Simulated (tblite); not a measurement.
# Saddle-point search, with input and output: C5H10OSi

- system: C5H10OSi, SMILES O=C1CCC[SiH2]C1
- method: GFN2-xTB saddle search (eigenvector following) and harmonic vibrations, gas phase (tblite 0.8.0)

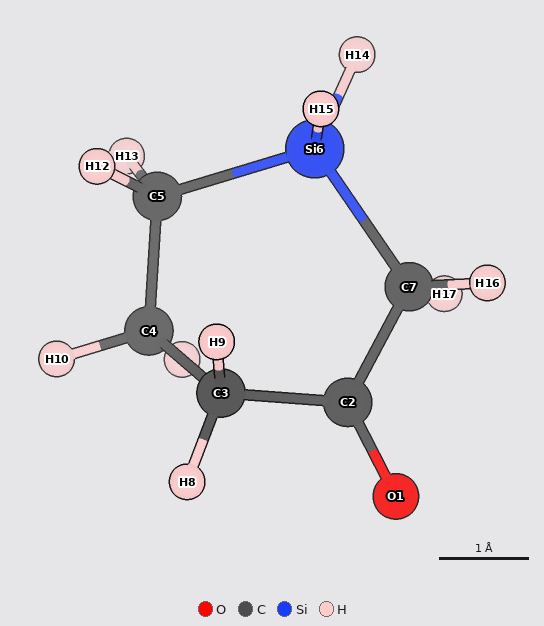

Fig. 1: The structure as given in the input (ball-and-stick view, seen on its broad side; atoms are numbered from 1 in the order of the input). Bond lengths as drawn: C–C 1.51 to 1.54 Å, C–H 1.09 Å, C–O 1.21 Å, C–Si 1.90 to 1.91 Å and H–Si 1.47 Å.

Input:
```
{"job": {"xc": "GFN2-xTB", "basis": "xTB", "kind": "saddle"}, "charge": 0, "multiplicity": 1}
O     -1.713537     2.084920    -0.801193
C     -1.084544     1.197892    -0.279237
C      0.319482     1.400519     0.234061
C      1.262630     0.475025    -0.547155
C      1.300237    -0.928696     0.055043
Si    -0.445762    -1.489562     0.579244
C     -1.636685    -0.203949    -0.157071
H      0.595923     2.447605     0.098018
H      0.363497     1.159728     1.298277
H      2.266361     0.905318    -0.559514
H      0.920537     0.424534    -1.583868
H      1.961032    -0.924548     0.923130
H      1.745313    -1.618449    -0.662016
H     -0.768613    -2.827113     0.075980
H     -0.559898    -1.471738     2.044779
H     -2.551019    -0.133160     0.435063
H     -1.974953    -0.498325    -1.153542
```

The first line tells a small driver script what to run in tblite; the rest is the geometry in Å.

Launched with:
```bash
OMP_NUM_THREADS=1 python <driver script> task.json out
```

The program's output:
```
step      E/eV     max force
  0    -587.38142   0.0301
  1    -587.38841   0.0558
  2    -587.39054   0.0926
  3    -587.39139   0.1377
  4    -587.39233   0.3241
  5    -587.39186   0.1355
  6    -587.39212   0.0088
  7    -587.39213   0.0017
lowest wavenumbers (cm-1): -97.3 58.1 222.2 284.4 365.2 429.5
```

Trajectory as extended XYZ (Å, eV, eV/Å), 8 frames, from step=0 to step=7:
```
17
Properties=species:S:1:pos:R:3:forces:R:3 step=0 energy=-587.38142
O    -1.7135    2.0849   -0.8012   -0.0210   0.0120   0.0180
C    -1.0845    1.1979   -0.2792    0.0010  -0.0070   0.0080
C     0.3195    1.4005    0.2341   -0.0010   0.0020  -0.0130
C     1.2626    0.4750   -0.5472    0.0070  -0.0010   0.0020
C     1.3002   -0.9287    0.0550   -0.0010  -0.0040   0.0040
Si   -0.4458   -1.4896    0.5792   -0.0030  -0.0060  -0.0020
C    -1.6367   -0.2039   -0.1571   -0.0050   0.0010   0.0050
H     0.5959    2.4476    0.0980   -0.0050  -0.0010  -0.0260
H     0.3635    1.1597    1.2983    0.0090   0.0220  -0.0110
H     2.2664    0.9053   -0.5595    0.0090  -0.0010   0.0150
H     0.9205    0.4245   -1.5839    0.0240   0.0030  -0.0050
H     1.9610   -0.9245    0.9231   -0.0040  -0.0030   0.0080
H     1.7453   -1.6184   -0.6620    0.0000  -0.0030   0.0020
H    -0.7686   -2.8271    0.0760    0.0020   0.0000  -0.0150
H    -0.5599   -1.4717    2.0448   -0.0020  -0.0120   0.0010
H    -2.5510   -0.1332    0.4351   -0.0060   0.0000   0.0070
H    -1.9750   -0.4983   -1.1535   -0.0040  -0.0010   0.0040
17
Properties=species:S:1:pos:R:3:forces:R:3 step=1 energy=-587.38841
O    -1.7341    2.0813   -0.7946    0.0070  -0.0060   0.0090
C    -1.0909    1.1973   -0.2838   -0.0070   0.0010   0.0010
C     0.3232    1.4129    0.1986    0.0050   0.0060   0.0070
C     1.2792    0.4704   -0.5448   -0.0010   0.0050  -0.0010
C     1.3036   -0.9251    0.0778    0.0060  -0.0100   0.0070
Si   -0.4496   -1.5065    0.5538   -0.0110  -0.0220   0.0040
C    -1.6496   -0.1983   -0.1291   -0.0370  -0.0130  -0.0050
H     0.5919    2.4566    0.0185   -0.0070  -0.0290  -0.0010
H     0.3758    1.2164    1.2727    0.0010   0.0130  -0.0330
H     2.2848    0.8983   -0.5327   -0.0090  -0.0010  -0.0010
H     0.9676    0.4073   -1.5906    0.0070  -0.0020   0.0160
H     1.9348   -0.9042    0.9686   -0.0160   0.0030  -0.0170
H     1.7797   -1.6201   -0.6151   -0.0080   0.0130   0.0200
H    -0.7625   -2.8193   -0.0235    0.0090   0.0350   0.0090
H    -0.5760   -1.5642    2.0191    0.0010  -0.0060  -0.0360
H    -2.5319   -0.1124    0.5116    0.0420  -0.0030  -0.0300
H    -2.0460   -0.4906   -1.1063    0.0170   0.0150   0.0510
17
Properties=species:S:1:pos:R:3:forces:R:3 step=2 energy=-587.39054
O    -1.7485    2.0891   -0.7684    0.0250  -0.0220   0.0160
C    -1.0929    1.2029   -0.2764   -0.0060   0.0240  -0.0080
C     0.3311    1.4201    0.1762   -0.0130   0.0040   0.0060
C     1.2789    0.4601   -0.5534   -0.0050  -0.0220   0.0140
C     1.3086   -0.9176    0.1071    0.0410  -0.0330   0.0180
Si   -0.4517   -1.5197    0.5324    0.0020  -0.0410   0.0160
C    -1.6522   -0.1910   -0.1122   -0.0060  -0.0190  -0.0020
H     0.6001    2.4589   -0.0296   -0.0090  -0.0230   0.0020
H     0.3956    1.2483    1.2539    0.0010   0.0090  -0.0260
H     2.2836    0.8888   -0.5606    0.0130   0.0010   0.0010
H     0.9592    0.3686   -1.5942   -0.0010  -0.0010   0.0050
H     1.9072   -0.8580    1.0210   -0.0490  -0.0040  -0.0760
H     1.8246   -1.6227   -0.5495   -0.0430   0.0580   0.0580
H    -0.7529   -2.8077   -0.1095    0.0170   0.0650   0.0290
H    -0.5981   -1.6430    1.9932    0.0050   0.0000  -0.0660
H    -2.5174   -0.1019    0.5497    0.0210  -0.0020  -0.0100
H    -2.0751   -0.4751   -1.0797    0.0050   0.0050   0.0240
17
Properties=species:S:1:pos:R:3:forces:R:3 step=3 energy=-587.39139
O    -1.7687    2.1008   -0.7210    0.0870  -0.0920   0.0540
C    -1.0970    1.2067   -0.2630   -0.0380   0.0910  -0.0320
C     0.3356    1.4234    0.1640   -0.0210   0.0160   0.0030
C     1.2789    0.4534   -0.5568   -0.0050  -0.0030   0.0020
C     1.3078   -0.9165    0.1187    0.0040   0.0000  -0.0080
Si   -0.4526   -1.5229    0.5284    0.0090  -0.0050   0.0080
C    -1.6495   -0.1913   -0.1121    0.0370   0.0090   0.0060
H     0.6028    2.4594   -0.0587   -0.0080  -0.0290   0.0060
H     0.4103    1.2691    1.2443   -0.0030   0.0080  -0.0350
H     2.2851    0.8799   -0.5707   -0.0030  -0.0020   0.0000
H     0.9568    0.3505   -1.5960    0.0010   0.0010   0.0100
H     1.8967   -0.8456    1.0351   -0.0110   0.0040  -0.0110
H     1.8310   -1.6244   -0.5249   -0.0020   0.0080   0.0110
H    -0.7467   -2.8016   -0.1277    0.0020   0.0090   0.0010
H    -0.6087   -1.6614    1.9831    0.0000  -0.0030  -0.0050
H    -2.5195   -0.1108    0.5411   -0.0340   0.0020   0.0260
H    -2.0621   -0.4688   -1.0837   -0.0150  -0.0120  -0.0370
17
Properties=species:S:1:pos:R:3:forces:R:3 step=4 energy=-587.39233
O    -1.7951    2.1266   -0.6280    0.1850  -0.2360   0.1230
C    -1.1023    1.2159   -0.2328   -0.1180   0.1790  -0.0830
C     0.3440    1.4244    0.1524   -0.0550   0.0140  -0.0210
C     1.2713    0.4419   -0.5696    0.0080  -0.0190   0.0020
C     1.3077   -0.9145    0.1325    0.0530  -0.0080   0.0110
Si   -0.4538   -1.5240    0.5301    0.0160  -0.0040   0.0020
C    -1.6430   -0.1917   -0.1214    0.0010   0.0490  -0.0030
H     0.6113    2.4563   -0.0850   -0.0030   0.0010  -0.0040
H     0.4376    1.2847    1.2328   -0.0020   0.0050  -0.0110
H     2.2780    0.8665   -0.6081   -0.0100  -0.0100   0.0020
H     0.9314    0.3206   -1.6011    0.0050   0.0010   0.0150
H     1.8829   -0.8157    1.0569   -0.0260  -0.0080  -0.0550
H     1.8489   -1.6314   -0.4884   -0.0320   0.0440   0.0340
H    -0.7419   -2.7976   -0.1368   -0.0030  -0.0080  -0.0020
H    -0.6225   -1.6708    1.9816   -0.0010   0.0020   0.0050
H    -2.5396   -0.1338    0.4984   -0.0210   0.0020   0.0050
H    -2.0147   -0.4574   -1.1136    0.0030  -0.0030  -0.0210
17
Properties=species:S:1:pos:R:3:forces:R:3 step=5 energy=-587.39186
O    -1.7713    2.1069   -0.6920   -0.0870   0.0970  -0.0370
C    -1.0971    1.2102   -0.2515    0.0640  -0.0790   0.0210
C     0.3396    1.4258    0.1565    0.0200  -0.0070   0.0050
C     1.2754    0.4477   -0.5619    0.0030  -0.0010   0.0000
C     1.3079   -0.9130    0.1302    0.0010  -0.0050   0.0010
Si   -0.4532   -1.5268    0.5244   -0.0060  -0.0110   0.0050
C    -1.6486   -0.1895   -0.1094   -0.0020  -0.0170   0.0050
H     0.6056    2.4586   -0.0787   -0.0010  -0.0030   0.0010
H     0.4247    1.2835    1.2367    0.0010   0.0010   0.0010
H     2.2818    0.8729   -0.5893    0.0000  -0.0010   0.0010
H     0.9444    0.3327   -1.5967    0.0010   0.0010   0.0010
H     1.8847   -0.8243    1.0526   -0.0060   0.0000  -0.0050
H     1.8450   -1.6246   -0.4974   -0.0010   0.0030   0.0050
H    -0.7409   -2.7963   -0.1536    0.0030   0.0160   0.0090
H    -0.6179   -1.6875    1.9764    0.0020   0.0020  -0.0180
H    -2.5237   -0.1146    0.5402    0.0040   0.0010  -0.0040
H    -2.0563   -0.4617   -1.0865    0.0030   0.0010   0.0070
17
Properties=species:S:1:pos:R:3:forces:R:3 step=6 energy=-587.39212
O    -1.7759    2.1073   -0.6930    0.0010   0.0000   0.0000
C    -1.0972    1.2107   -0.2549   -0.0010  -0.0010   0.0000
C     0.3417    1.4281    0.1460    0.0000   0.0000   0.0000
C     1.2784    0.4443   -0.5630    0.0000  -0.0010   0.0010
C     1.3090   -0.9102    0.1408    0.0030  -0.0030   0.0020
Si   -0.4536   -1.5323    0.5132   -0.0010  -0.0030   0.0010
C    -1.6510   -0.1870   -0.0999   -0.0060  -0.0020  -0.0010
H     0.6072    2.4589   -0.0985    0.0000  -0.0010   0.0000
H     0.4279    1.2961    1.2276    0.0000   0.0000  -0.0020
H     2.2850    0.8692   -0.5908    0.0000   0.0000   0.0000
H     0.9501    0.3211   -1.5977    0.0000   0.0000   0.0010
H     1.8706   -0.8090    1.0714   -0.0030  -0.0010  -0.0060
H     1.8607   -1.6237   -0.4717   -0.0030   0.0040   0.0040
H    -0.7356   -2.7881   -0.1907    0.0010   0.0050   0.0020
H    -0.6242   -1.7219    1.9603    0.0010   0.0000  -0.0050
H    -2.5115   -0.1052    0.5682    0.0070   0.0000  -0.0050
H    -2.0816   -0.4586   -1.0672    0.0030   0.0020   0.0080
17
Properties=species:S:1:pos:R:3:forces:R:3 step=7 energy=-587.39213
O    -1.7776    2.1083   -0.6885    0.0010  -0.0010   0.0000
C    -1.0975    1.2111   -0.2536    0.0000   0.0010   0.0000
C     0.3423    1.4285    0.1441    0.0000   0.0000   0.0000
C     1.2784    0.4434   -0.5635    0.0000   0.0000   0.0000
C     1.3090   -0.9097    0.1428    0.0010   0.0000   0.0000
Si   -0.4537   -1.5329    0.5122    0.0000  -0.0010   0.0000
C    -1.6509   -0.1867   -0.0991    0.0010   0.0000   0.0000
H     0.6075    2.4588   -0.1027    0.0000  -0.0010   0.0000
H     0.4297    1.2990    1.2260    0.0000   0.0000  -0.0010
H     2.2850    0.8681   -0.5924    0.0000   0.0000   0.0000
H     0.9497    0.3184   -1.5978    0.0000   0.0000   0.0000
H     1.8684   -0.8063    1.0742   -0.0010   0.0000  -0.0010
H     1.8625   -1.6237   -0.4672   -0.0010   0.0010   0.0010
H    -0.7345   -2.7867   -0.1955    0.0000   0.0010   0.0000
H    -0.6257   -1.7265    1.9582    0.0000   0.0000  -0.0010
H    -2.5110   -0.1054    0.5691   -0.0010   0.0000   0.0010
H    -2.0817   -0.4576   -1.0662   -0.0010   0.0000  -0.0010
```

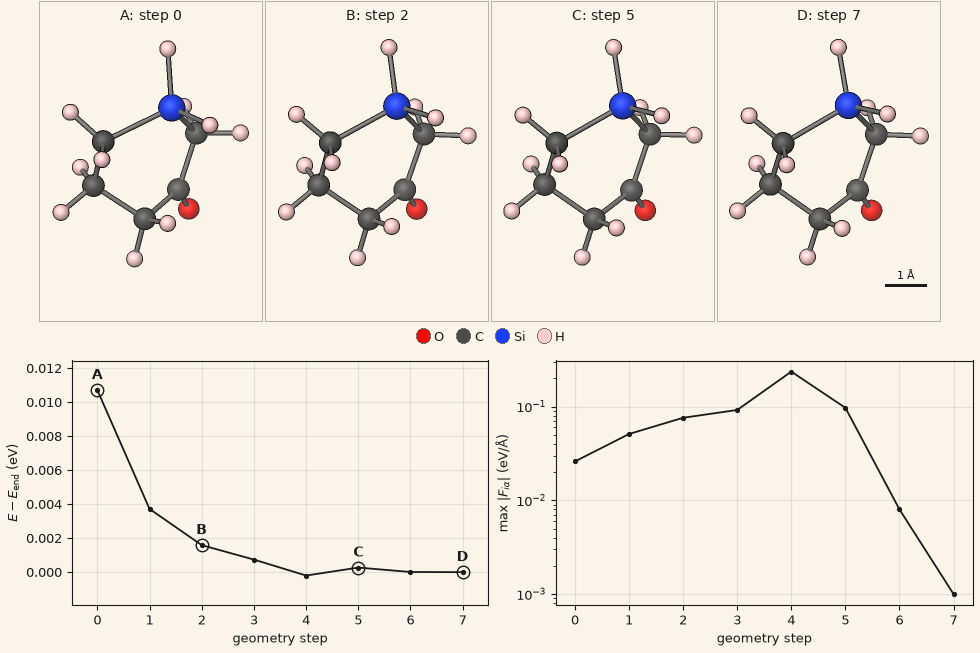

Fig. 2: Frames of the saddle-point search (ball-and-stick view, seen at a tilt) above the curves, on which the letters mark them (steps are counted from 0).

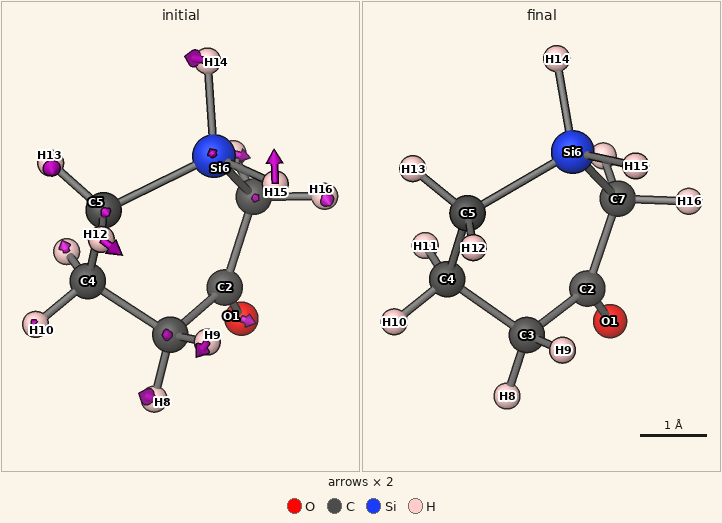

Fig. 3: Before (left) and after (right) the saddle-point search, at one scale (ball-and-stick view, seen at a tilt). The pink arrows give the displacements, magnified 2 times. The largest moves after the best rigid fit, 0.28 Å, are those of H14 and H15. Largest moves by element: H 0.28 Å, O 0.13 Å, C 0.10 Å, Si 0.08 Å. Among the angles that change: C2–C3–C4 108.5° → 111.6°. After 7 geometry steps the energy has fallen by 0.011 eV. The largest force component goes from 0.026 to 0.001 eV/Å. (Atoms are counted from 1 in the order of the input.)

Key numbers:

- outcome: converged
- total energy: −587.3921 eV
- point group: C1
- hardware: 1 CPU thread, shared host
- wall time: 2.9 s
- peak memory: 0.2 GiB
